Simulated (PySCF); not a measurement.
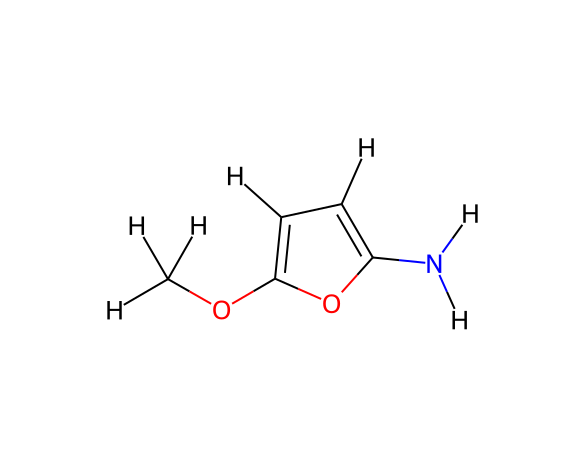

A structural formula.

Give its SMILES.

Answer. COc1ccc(N)o1

What is the molecular formula?

Answer. C5H7NO2.

The parts below concern this one geometry. Atoms keep their numbers from picture to picture. The geometry was computed by an optimisation with GFN2-xTB. No frequency run is at hand to confirm it as a minimum.

Bond orders

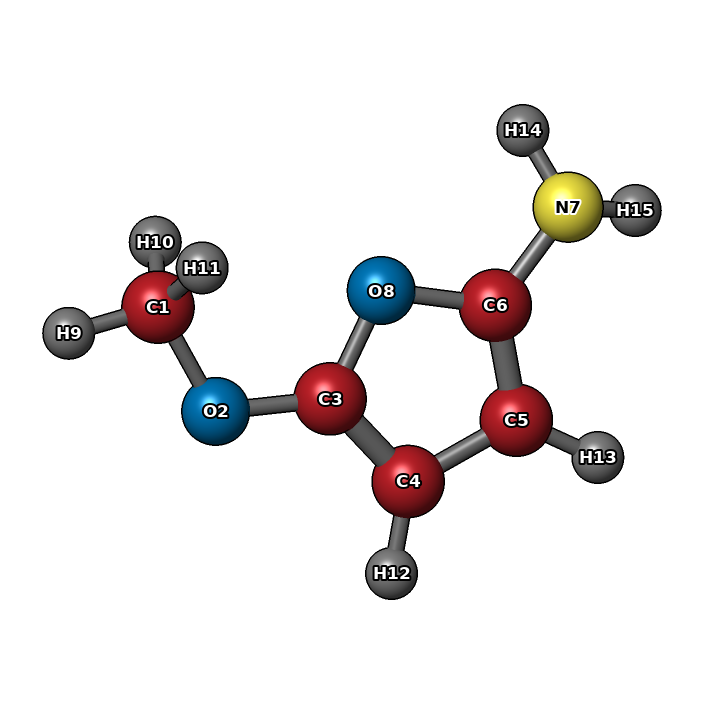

The thickness of each stick grows with its Mayer bond order. No frequency run is at hand to confirm it as a minimum. Method: PBE0/pcSseg-1 (PySCF 2.14.0).

Which bond between heavy atoms has the lowest Mayer bond order?

Answer. C1–O2, 0.90, at 1.412 Å.

List the Mayer bond orders of C1–O2, O2–C3, C3–C4, C3–O8, C4–C5, C5–C6, C6–N7, C6–O8 (bonds between heavy atoms, one of each equivalent set). Atoms whose distances differ by more than 0.02 Å in this geometry are listed apart.

| bond | Mayer order | length (Å) |
| --- | --- | --- |
| C1–O2 | 0.90 | 1.412 |
| O2–C3 | 1.02 | 1.350 |
| C3–C4 | 1.62 | 1.356 |
| C3–O8 | 1.02 | 1.359 |
| C4–C5 | 1.19 | 1.427 |
| C5–C6 | 1.58 | 1.359 |
| C6–N7 | 1.08 | 1.388 |
| C6–O8 | 1.02 | 1.361 |

NMR shielding

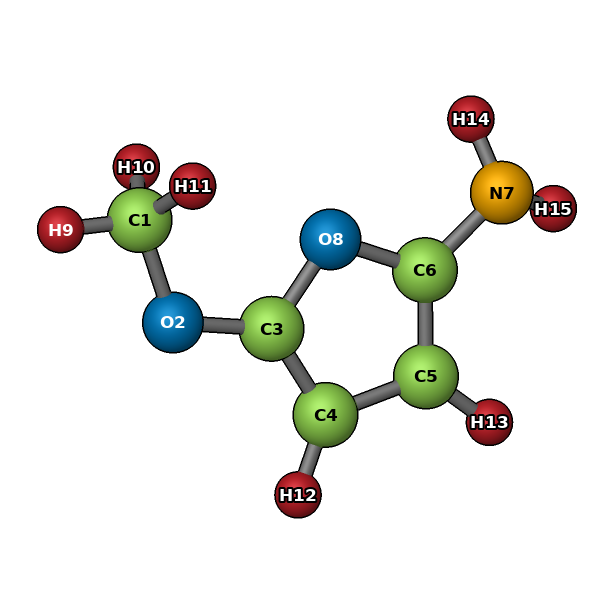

No frequency run is at hand to confirm it as a minimum. Level of theory: GIAO PBE0/pcSseg-1 NMR shielding, non-relativistic, gas phase (PySCF 2.14.0). Principal shieldings σ11 ≤ σ22 ≤ σ33, span Ω = σ33 − σ11, skew κ = 3(σiso − σ22)/Ω.

Which O atom has the most anisotropic shielding?

Answer. O8, with a span of 195 ppm.

Give the shielding tensors of the O atoms.

```json
{"atom": "O2", "σ11": "160.1", "σ22": "281.4", "σ33": "323.4", "σiso": "255.0", "Ω": "163.3", "κ": "−0.48"}
{"atom": "O8", "σ11": "−1.8", "σ22": "35.2", "σ33": "193.0", "σiso": "75.5", "Ω": "194.8", "κ": "0.62"}
```

Shieldings and span in ppm.

Polarisability

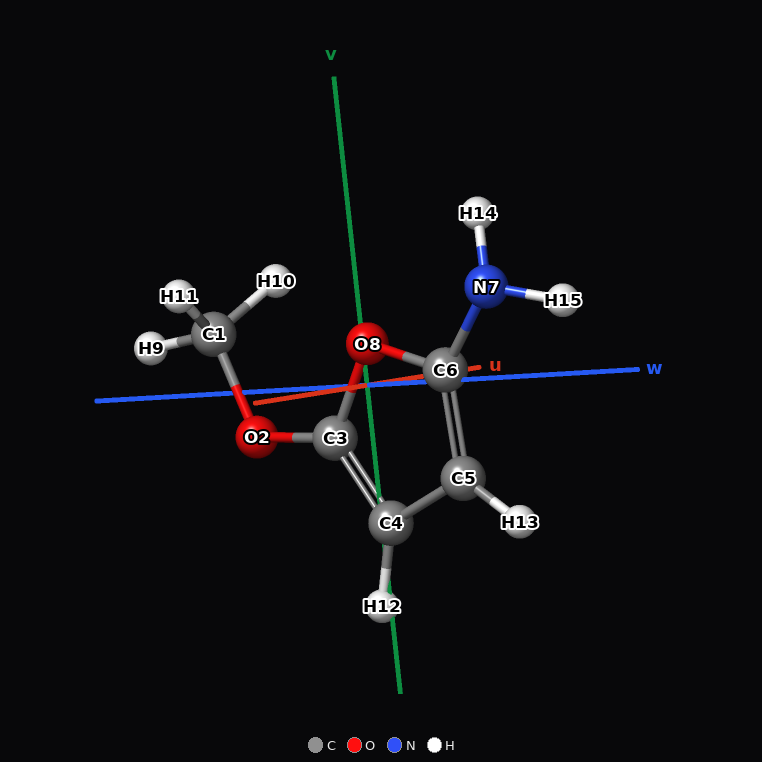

The lines u, v and w are the principal axes of the static dipole polarisability. No frequency run is at hand to confirm it as a minimum. Method: PBE0/def2-SVPD (PySCF 2.14.0).

Along which axis is the molecule most polarisable, and along which least?

Answer. Most along w (nearly parallel to the O2–C3 bond), least along u.

Give the three principal values.

Answer. u 50.4, v 80.6, w 93.2 bohr³; mean 74.7, anisotropy 38.2 bohr³.

Excitation

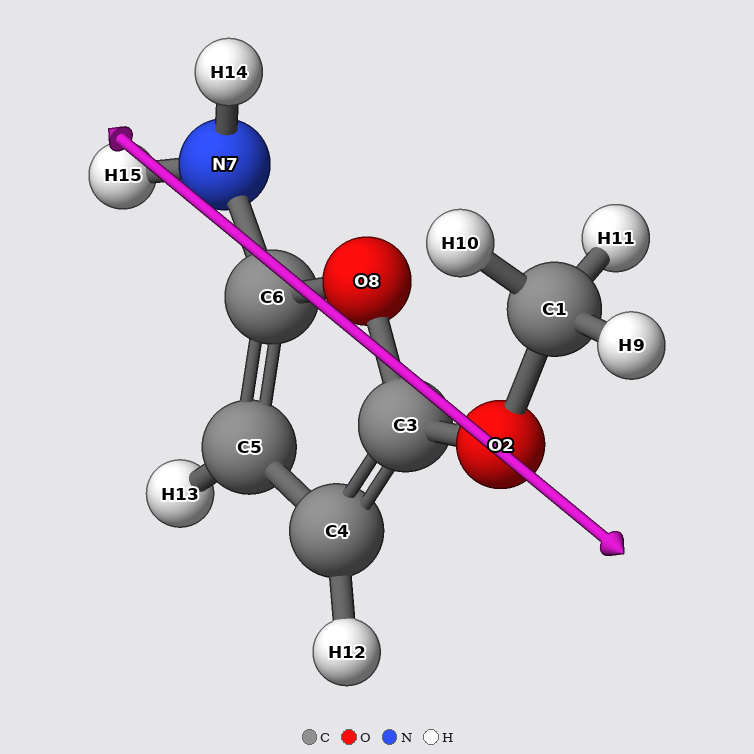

The double arrow shows the direction of the transition dipole to excited singlet state 4 (its length means nothing). No frequency run is at hand to confirm it as a minimum. Properties computed with TDDFT PBE0/def2-SVPD, vertical, gas phase, core orbitals frozen in the response (PySCF 2.14.0).

How is the transition polarised?

Answer. Nearly parallel to the C4–C5 bond.

Where does the transition lie, and how strong is it?

Answer. 5.54 eV (224 nm), oscillator strength 0.14, of mixed character, with the largest part HOMO → LUMO+3 (weight 0.46); transition dipole 2.59 D.
